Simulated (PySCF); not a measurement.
**C$_{2}$H$_{6}$FGeO, charge −1, SMILES `CC[O][GeH-][F]`: what the electrons do**

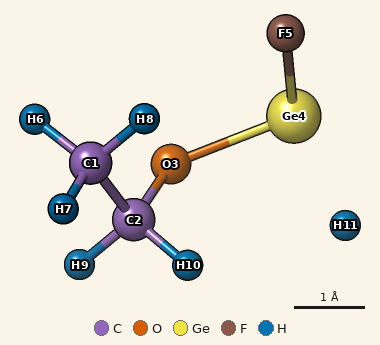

The molecule, with its atoms numbered as below. No frequency check shows the geometry to be a minimum.

Cartesian coordinates (Å):

```
C1       2.4336   -0.7258   -0.0264
C2       1.7956    0.6343    0.2533
O3       0.6659    0.8550   -0.5071
Ge4     -1.0725    0.2938   -0.0026
F5      -0.8288   -1.6868   -0.0248
H6       2.7268   -0.7960   -1.0735
H7       3.3094   -0.8780    0.6053
H8       1.6942   -1.4931    0.1796
H9       2.5294    1.4362    0.0286
H10      1.5521    0.6907    1.3248
H11     -0.7350    0.5302    1.9366
```

## 1. Bonding charge

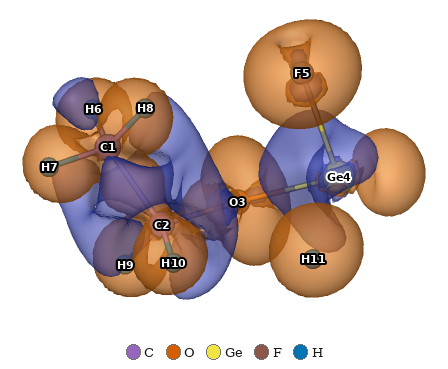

Deformation density (molecule less spherical, spin-averaged free atoms at the same positions), surfaces at ±0.05 e/Å³; orange: gain, blue: loss.

PySCF calculation, TPSS/def2-SVPD, gas phase; geometry: GFN2-xTB.

Describe the bonding that the map shows.

Answer. The five largest and four smallest: C2–H10: +0.70 e/Å³ at the bond critical point (bond length 1.10 Å). C1–H8: +0.68 e/Å³ at the bond critical point (bond length 1.08 Å). C2–H9: +0.64 e/Å³ at the bond critical point (bond length 1.11 Å). C1–H6: +0.63 e/Å³ at the bond critical point (bond length 1.09 Å). C1–H7: +0.61 e/Å³ at the bond critical point (bond length 1.09 Å). C2–O3: +0.16 e/Å³ at the bond critical point (bond length 1.38 Å). Ge4–H11: +0.10 e/Å³ at the bond critical point (bond length 1.98 Å). O3–Ge4: 0.00 e/Å³ at the bond critical point (bond length 1.90 Å); up to 0.6 Å beside the axis the gain reaches +0.18 e/Å³. Ge4–F5: −0.03 e/Å³ at the bond critical point (bond length 2.00 Å). In all, 2.8 electrons gather in the regions of gain relative to the promolecule of neutral atoms (this includes the anion's extra charge). A small or negative value marks a very polar bond, one between electron-rich atoms, whose free-atom densities already overlap strongly, a long bond to a heavier atom, or a closed-shell contact such as a hydrogen bond.

Where do the Hirshfeld charges lie?

Answer. The highest Hirshfeld charge is on Ge4 (+0.05 e), the lowest on F5 (−0.41 e).

## 2. Bond critical points

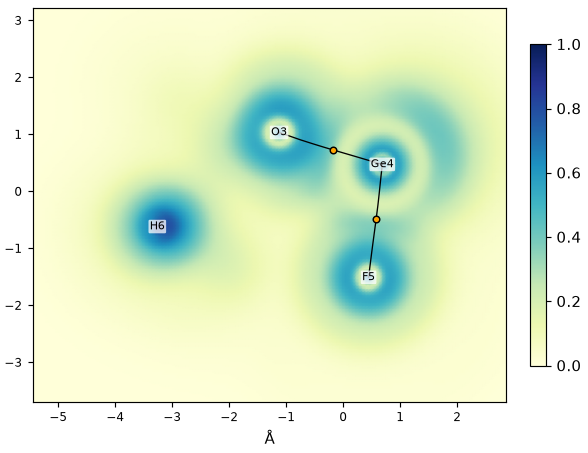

Localised orbital locator (LOL) in the plane of O3, Ge4, F5 and H6, with bond paths and bond critical points (dots).

What values does LOL take at the bond critical points in this plane?

Answer. O3–Ge4: about 0.34; Ge4–F5: about 0.33. Values above 0.5 mark slow, localised electrons, as in shared pairs; low values at a critical point mark a polar or closed-shell contact whose critical point lies between the shells.

## 3. Electrostatic potential

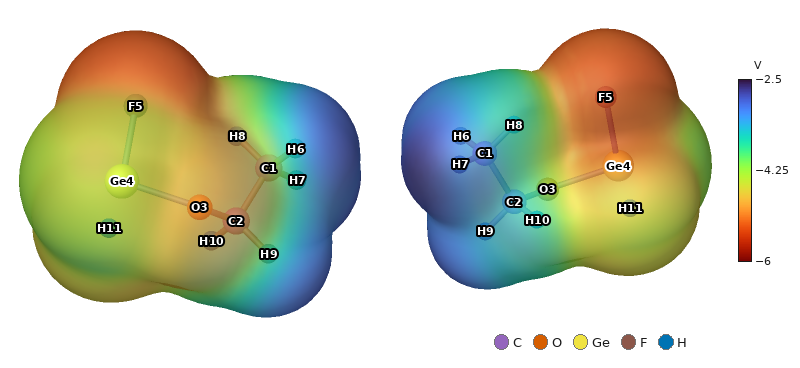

Electrostatic potential on the surface of electron density 0.001 a.u. (back view left, front view right).

Where are the extremes of the potential on the surface?

Answer. Highest: −2.60 V, 1.4 Å from H7. Further maxima include −2.91 V, 1.4 Å from H9; −4.01 V, 2.2 Å from Ge4. Lowest: −5.62 V, 1.8 Å from F5. Further minima include −4.75 V, near H11 (1.89 Å) and H10 (2.00 Å). The surface is sampled at points, so like sites can differ by a few per cent and only the strongest of them is named.

What volume does the surface enclose?

Answer. About 140 Å³.

## 4. In an electric field

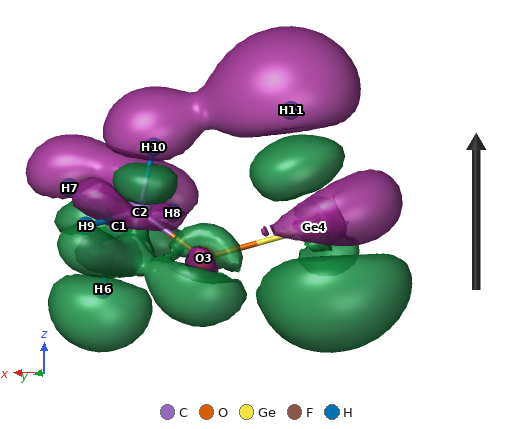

Change of the electron density in a uniform field of 0.10 V/Å along +z (arrow), surfaces at ±0.0006 e/Å³ (green: gain, purple: loss).

PySCF calculation, ωB97X/cc-pVDZ, gas phase; geometry: GFN2-xTB. The basis has no diffuse functions, which an anion needs.

What dipole is induced, and what polarisability does it imply?

Answer. The induced dipole is 0.34 D (along the field); α along this axis, from the fields in both directions, is 68 bohr³ (10.0 Å³).

Which atoms gain and lose the most charge?

Answer. Electrons gather most on Ge4 (Hirshfeld charge changes by −0.009 e) and leave H11 most (+0.011 e); 0.031 electrons are displaced in all.

## 5. Removing or adding an electron

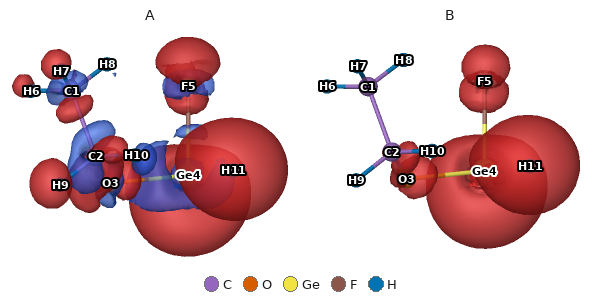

The Fukui function f⁻ from two separate SCF calculations and the density of the HOMO, at ±0.015 e/Å³ (red positive, blue negative).

PySCF calculation, r2SCAN/def2-SVPD, gas phase; geometry: GFN2-xTB.

Which panel is which, and how good is the frozen-orbital picture?

Answer. A is f⁻ (it has negative regions), B the HOMO density. The HOMO lies on Ge4 (54 %), H11 (31 %) and F5 (8 %); f⁻ (Hirshfeld-condensed) is largest on Ge4 (0.44) and H11 (0.27); the vertical detachment energy is 3.15 eV (the stability of the neutral species's solution wasn't checked). Relaxation shifts 14 % of the electron between atoms. The orbital energy is −0.45 eV.

The PySCF runs shown took 2.1 min, 94 s and 5.7 min on 1 thread of Intel(R) Xeon(R) Processor @ 2.50GHz (Skylake/Cascade Lake) (shared host).
